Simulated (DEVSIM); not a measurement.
Device: abrupt Si n-p junction, at 300 K.

| layer (left to right) | material | thickness (μm) | Nd (cm⁻³) | Na (cm⁻³) | τn (s) | τp (s) |
|---|---|---|---|---|---|---|
| 1 | Si | 7.70 | 5.9e17 | - | 3.8e-6 | 3.8e-6 |
| 2 | Si | 3.30 | - | 4.4e17 | 3.8e-6 | 3.8e-6 |

Left contact: ohmic. Right contact: ohmic. Voltage is applied to the left contact. Recombination: SRH at mid-gap, radiative. Mobility is μmin + (μ − μmin)/(1 + (N/Nref)^α).

Constants are typed, rounded textbook-type inputs, not results; the design itself was drawn at random and stands for no fabricated device. Values at 300 K.

```csv
parameter,Si
gap (eV),1.124
affinity (eV),4.05
permittivity,11.7
Nc (cm⁻³),2.86e19
Nv (cm⁻³),3.1e19
μn (cm²/Vs),1417
μp (cm²/Vs),470
"μn,min",52
"μp,min",45
"Nref,n",9.7e16
"Nref,p",2.2e17
αn,0.68
αp,0.72
B (cm³/s),4.7e-15
```

DEVSIM, 1D drift-diffusion, Boltzmann statistics, complete ionisation; no tunnelling, impact ionisation, image-force lowering or self-heating.

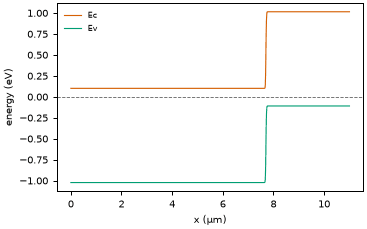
Fig. 1. Band edges at zero bias

Energies count from the Fermi level of the right contact; mesh points crowd at the junctions.

| x (μm) | Ec (eV) | Ev (eV) | n (cm⁻³) | p (cm⁻³) | field (V/cm) |
|---|---|---|---|---|---|
| 0.000 | 0.100 | -1.024 | 5.9e17 | 200 | ≈ 0 |
| 0.03021 | 0.100 | -1.024 | 5.9e17 | 200 | ≈ 0 |
| 0.09821 | 0.100 | -1.024 | 5.9e17 | 200 | ≈ 0 |
| 0.2627 | 0.100 | -1.024 | 5.9e17 | 200 | ≈ 0 |
| 0.7993 | 0.100 | -1.024 | 5.9e17 | 200 | ≈ 0 |
| 1.906 | 0.100 | -1.024 | 5.9e17 | 200 | ≈ 0 |
| 4.152 | 0.100 | -1.024 | 5.9e17 | 200 | ≈ 0 |
| 6.529 | 0.100 | -1.024 | 5.9e17 | 200 | ≈ 0 |
| 7.193 | 0.100 | -1.024 | 5.9e17 | 200 | ≈ 0 |
| 7.488 | 0.100 | -1.024 | 5.9e17 | 200 | ≈ 0 |
| 7.619 | 0.100 | -1.024 | 5.9e17 | 200 | ≈ 0 |
| 7.689 | 0.267 | -0.857 | 9.2e14 | 130000 | 160000 |
| 7.712 | 0.759 | -0.365 | 5000000 | 2.3e13 | 180000 |
| 7.757 | 1.013 | -0.111 | 270 | 4.3e17 | 1300 |
| 7.917 | 1.014 | -0.110 | 260 | 4.4e17 | ≈ 0 |
| 8.237 | 1.014 | -0.110 | 260 | 4.4e17 | ≈ 0 |
| 8.930 | 1.014 | -0.110 | 260 | 4.4e17 | ≈ 0 |
| 9.991 | 1.014 | -0.110 | 260 | 4.4e17 | ≈ 0 |
| 10.68 | 1.014 | -0.110 | 260 | 4.4e17 | ≈ 0 |
| 10.87 | 1.014 | -0.110 | 260 | 4.4e17 | ≈ 0 |
| 10.96 | 1.014 | -0.110 | 260 | 4.4e17 | ≈ 0 |
| 11.00 | 1.014 | -0.110 | 260 | 4.4e17 | ≈ 0 |
